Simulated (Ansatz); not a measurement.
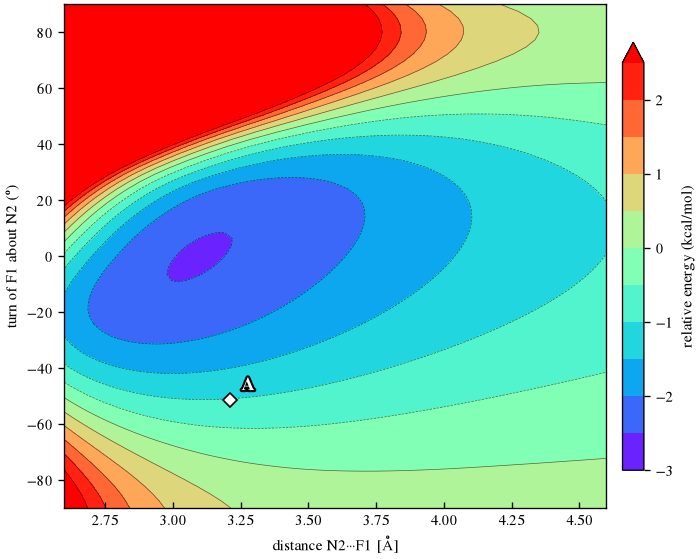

The pair F···N₂, charge −1. The turn is about an axis along (−0.98, 0.18, 0.00) in the frame of the relaxed pair, normal to the line between the partners. Coordinates scanned: (1) distance N2···F1; (2) turn of F1 about N2. The scan uses a 15 × 15 grid. All energies are given in kcal/mol relative to the ion and the molecule far apart, frozen as in the relaxed pair, each in its own basis (no counterpoise correction). The calculation used Ansatz 0.2.0, RHF/def2-TZVPD.

In the figure: filled contours, one colour for all values above the top of the scale, the point A. Between grid points the surface is interpolated.

Is A at rest? If not, where is it pushed?

Answer. A, at distance N2···F1 = 3.210 Å, turn of F1 about N2 = −51.4°, is not a stationary point. The computed force is 0.27 kcal/mol for each Å towards smaller values of distance N2···F1 and 0.048 kcal/mol for each degree towards larger values of turn of F1 about N2.
